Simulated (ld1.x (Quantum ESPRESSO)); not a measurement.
## Li: pseudopotential generation

System: lithium (Li, Z = 3), core [He], reference valence 2s1 2p0, valence charge 1.
Method: ultrasoft potential, LDA (PZ), non-relativistic, made with ld1.x (Quantum ESPRESSO) 7.5.

**Input**
```
 &input
   title='Li', zed=3., rel=0, dft='PZ', iswitch=3,
   config='[He] 2s1 2p0 3d-2',
   nld=3, rlderiv=5.25, eminld=-2.0, emaxld=5.0, deld=0.02
 /
 &inputp
   pseudotype=3, tm=.true., lloc=2,
   nlcc=.false.,
   which_augfun='PSQ', rmatch_augfun=2.85,
   file_pseudopw='Li.UPF', file_wfcaegen='ae.wfc', file_wfcncgen='nc.wfc', file_beta='beta', file_chi='chi', file_wfcusgen='us.wfc'
 /
5
2S  1  0   1.00   0.00  3.55  3.95  0.0
2S  1  0   0.00   0.15  3.55  3.95  0.0
2P  2  1   0.00   0.00  3.20  4.35  0.0
2P  2  1   0.00   0.50  3.20  4.35  0.0
3D  3  2  -2.00   0.15  4.85  4.85  0.0
 &test
   configts(1)='2s1 2p0'
 /
```

Hardware: 1 CPU thread, shared host.

Command:
```bash
ld1.x < Li.in > Li.out
```

**Log**
```
     Program LD1 v.7.5
     --------------------------- All-electron run ----------------------------

     Li

     atomic number is  3.00
     dft =PZ   lsd =0 sic =0 latt =0  beta=0.20 tr2=1.0E-14
     Exchange-correlation= PZ
                           (   1   1   0   0   0   0   0)
     mesh =1017 r(mesh) =  99.62247 a.u. xmin = -7.00 dx = 0.01250
     1 Ry =  13.60569312 eV

     n l     nl                  e(Ry)          e(Ha)          e(eV)
     1 0     1S 1( 2.00)        -3.7556        -1.8778       -51.0971
     2 0     2S 1( 1.00)        -0.2114        -0.1057        -2.8766
     2 1     2P 1( 0.00)        -0.0829        -0.0415        -1.1284

     final scf error:  4.8E-15 reached in  14 iterations

     Etot =     -14.668179 Ry,      -7.334090 Ha,    -199.570746 eV

     Ekin =      14.473224 Ry,       7.236612 Ha,     196.918245 eV
     Encl =     -33.820459 Ry,     -16.910229 Ha,    -460.150785 eV
     Eh   =       7.981468 Ry,       3.990734 Ha,     108.593401 eV
     Exc  =      -3.302412 Ry,      -1.651206 Ha,     -44.931607 eV

     normalization and overlap integrals

     s(1S/1S) =  1.000000  <r> =   0.5888  <r2> =    0.4766  r(max) =   0.3638
     s(2S/2S) =  1.000000  <r> =   3.9315  <r2> =   18.4457  r(max) =   3.1233
     s(2P/2P) =  1.000000  <r> =   5.0084  <r2> =   30.9506  r(max) =   3.9114

     ------------------------ End of All-electron run ------------------------

     --------------------- Generating US pseudopotential ---------------------

      Generating local pot.: lloc=2, matching radius rcloc =   4.8500
      Wfc-us  2S rcutus= 3.961  Estimated cut-off energy=     8.01 Ry
      Wfc-us  2S rcutus= 3.961  Estimated cut-off energy=     4.42 Ry
      Wfc-us  2P rcutus= 4.377  Estimated cut-off energy=     3.95 Ry
      Wfc-us  2P rcutus= 4.377  Estimated cut-off energy=     7.96 Ry

     Q pseudized with Bessel functions
     Expected ecutrho=      33.2871 due to l1=  1   l2=  1

       Warning: n=1, l=0 expected 0 nodes, found 1
       Setting wfc to zero for this iteration
       (This warning will only be printed once per wavefunction)

       Zero norm: self consistency problem; state:  1 (l=  0, j=0.0)

     ------------------- End of pseudopotential generation -------------------

     --------------------------- All-electron run ----------------------------

     Li

     atomic number is  3.00
     dft =PZ   lsd =0 sic =0 latt =0  beta=0.20 tr2=1.0E-14
     Exchange-correlation= PZ
                           (   1   1   0   0   0   0   0)
     mesh =1017 r(mesh) =  99.62247 a.u. xmin = -7.00 dx = 0.01250
     1 Ry =  13.60569312 eV

     n l     nl                  e(Ry)          e(Ha)          e(eV)
     1 0     1S 1( 2.00)        -3.7556        -1.8778       -51.0971
     2 0     2S 1( 1.00)        -0.2114        -0.1057        -2.8766
     2 1     2P 1( 0.00)        -0.0829        -0.0415        -1.1284

     final scf error:  4.8E-15 reached in  14 iterations

     Etot =     -14.668179 Ry,      -7.334090 Ha,    -199.570746 eV

     Ekin =      14.473224 Ry,       7.236612 Ha,     196.918245 eV
     Encl =     -33.820459 Ry,     -16.910229 Ha,    -460.150785 eV
     Eh   =       7.981468 Ry,       3.990734 Ha,     108.593401 eV
     Exc  =      -3.302412 Ry,      -1.651206 Ha,     -44.931607 eV

     normalization and overlap integrals

     s(1S/1S) =  1.000000  <r> =   0.5888  <r2> =    0.4766  r(max) =   0.3638
     s(2S/2S) =  1.000000  <r> =   3.9315  <r2> =   18.4457  r(max) =   3.1233
     s(2P/2P) =  1.000000  <r> =   5.0084  <r2> =   30.9506  r(max) =   3.9114

     ------------------------ End of All-electron run ------------------------

     Computing logarithmic derivative in   5.24700

 %%%%%%%%%%%%%%%%%%%%%%%%%%%%%%%%%%%%%%%%%%%%%%%%%%%%%%%%%%%%%%%%%%%%%%%%%%%%%%
     Error in routine chargeps (1):
     negative rho
 %%%%%%%%%%%%%%%%%%%%%%%%%%%%%%%%%%%%%%%%%%%%%%%%%%%%%%%%%%%%%%%%%%%%%%%%%%%%%%

     stopping ...
```

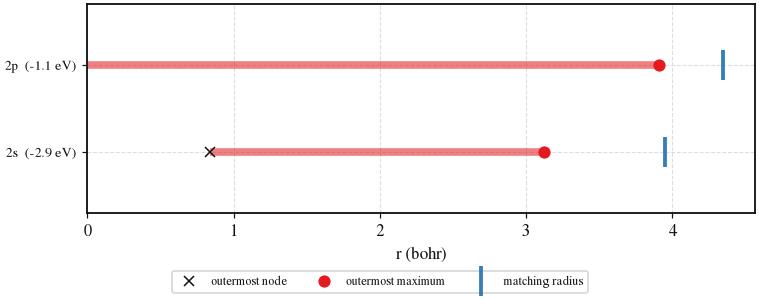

Fig. 1: Outer shells of the all-electron reference atom: each bar runs from the outermost node (or the nucleus) to the outermost maximum of u(r); the tick is the radius chosen for the pseudo-wave. Shells without a tick have no pseudo-wave of their own. Levels, nodes and maxima are from ld1.x, non-relativistic.

- Radii against the shells: 2s: 3.95 bohr, outside the maximum; 2p: 4.35 bohr, outside the maximum.

**What the run reported**

- outcome: ended with an error

**What went wrong**

The generator stopped with the message “chargeps: negative rho”. In words: the spherical valence density built from the smooth waves and the augmentation charge turned negative at some radius.
